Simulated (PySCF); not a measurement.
**C5H14NSi (doublet): density, localisation and related maps**

```xyz
21

C    -0.2384   -1.4187    0.3446
C    -0.6810   -0.0289   -0.1097
C    -1.2173    0.7589    1.0878
C    -1.7844   -0.1657   -1.1616
C     0.5089    0.7229   -0.7555
N     1.5719    1.0996    0.1313
Si    2.8927    0.0810    0.5716
H     0.0703   -2.0173   -0.5095
H     0.6060   -1.3455    1.0303
H    -1.0532   -1.9330    0.8498
H    -2.1142    0.2833    1.4793
H    -0.4800    0.7980    1.8873
H    -1.4715    1.7768    0.7962
H    -2.1518    0.8123   -1.4656
H    -2.6205   -0.7359   -0.7627
H    -1.4095   -0.6797   -2.0441
H     0.1212    1.6293   -1.2381
H     0.9382    0.0877   -1.5346
H     1.2857    1.8096    0.7875
H     3.3866   -0.5242   -0.6604
H     3.8313    0.9473    1.2757
```

Geometry: GFN2-xTB.

All numbers below come from UKS B3LYP, pcH-1 on C H N Si, non-relativistic, mean-field spin-orbit, GIAO in PySCF.

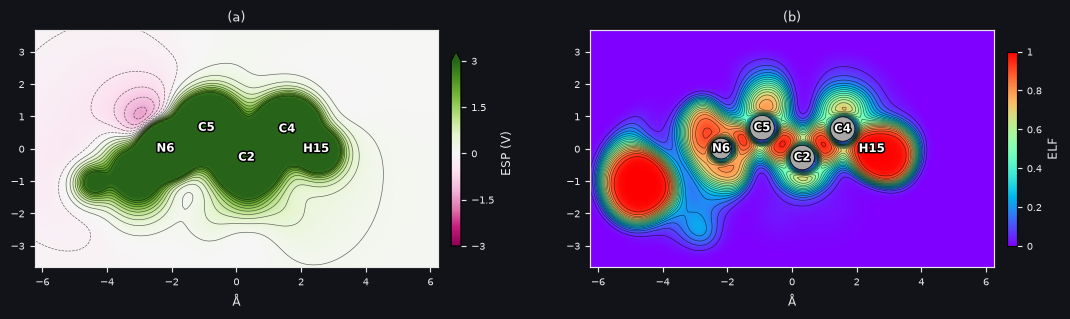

Figure 1. (a) electrostatic potential; (b) electron localisation function on the plane of atoms C4, C2 and C5. Grey discs cover the atomic cores in the ELF map.

**Interpret the plot.**

The section cuts through C, N and H sites. C–N (1.43 Å): the ELF peaks at about 0.90 between the atoms: a shared electron pair. C–C (1.53 Å): the ELF peaks at about 0.95 between the atoms, as expected for localised, covalent bonding. C–H (1.09 Å): the ELF climbs to about 1 towards the hydrogen, as it does in any bond to H (a covalent bond by its length). The ELF also peaks beside N6, away from the bonds: non-bonding electrons, paired or unpaired. Outside the dense part of the molecule the potential is most negative (−1.4 V) near N6.

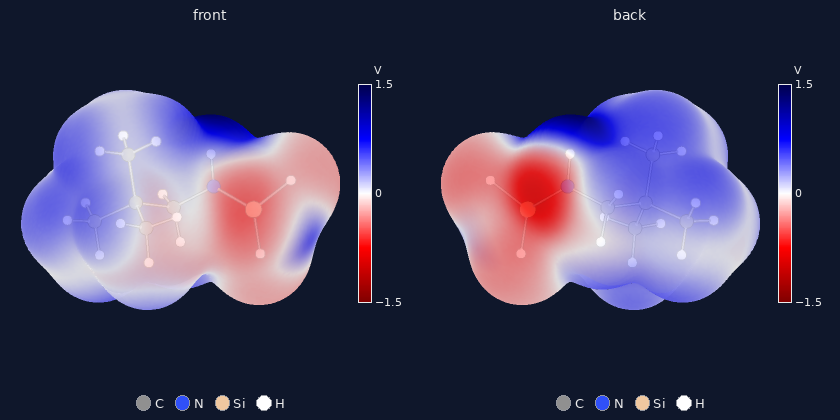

Figure 2. The molecular electrostatic potential painted on the density surface at 0.001 e/bohr³, seen from the front and from behind; red is negative and blue positive.

**Which sites attract a positive test charge, and which a negative one?**

A positive charge is drawn to the negative regions and a negative charge to the positive ones. The most negative region (about −0.8 V, or −18 kcal/mol for a unit charge) lies over N6, the most positive (about +1.3 V, or +30 kcal/mol for a unit charge) over H19.
